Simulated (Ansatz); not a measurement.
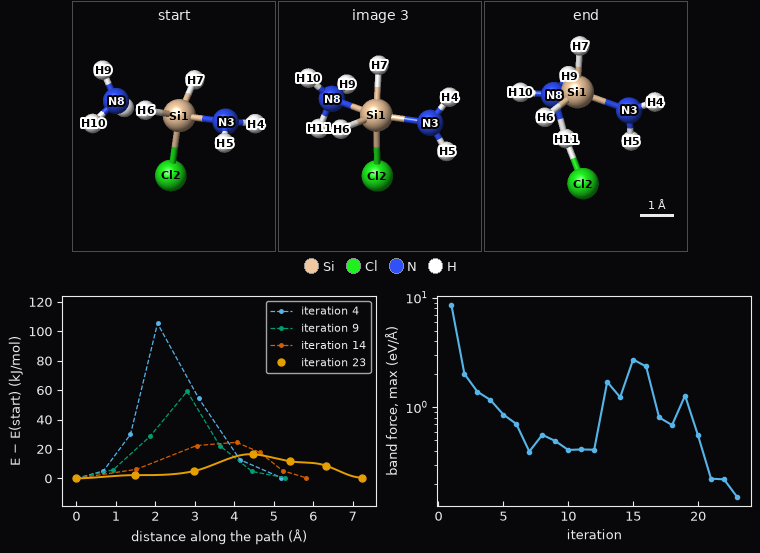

NEB run on SiN₂H₇Cl, made up at the start of SiNH$_{4}$Cl and NH₃. Images are numbered from 0 (start) to 6 (end). The plot follows the band through its iterations. Style: ball-and-stick. Shown at a tilt.

Method: Ansatz 0.2.0, RKS LDA/def2-SVP. Run with 5 movable images; climbing image; force threshold 0.2 eV/Å; iteration limit 60; starting path through a guess of the saddle point.

Q: Did the band converge, and can the barrier be trusted?

A: The run met only a loose threshold, so the barrier can't be trusted yet. The band converged in 23 iterations. The largest component of the band force went from 8.6 to 0.15 eV/Å. The climbing image converged on the top of the path. Its curvatures weren't checked. The force threshold is so loose that the height of the top is at best an upper bound. The first iteration put the highest image at 351.7 kJ/mol. The highest point, image 3, lies 16.4 kJ/mol above the start and 15.9 kJ/mol above the end; the end is at +0.5 kJ/mol relative to the start.
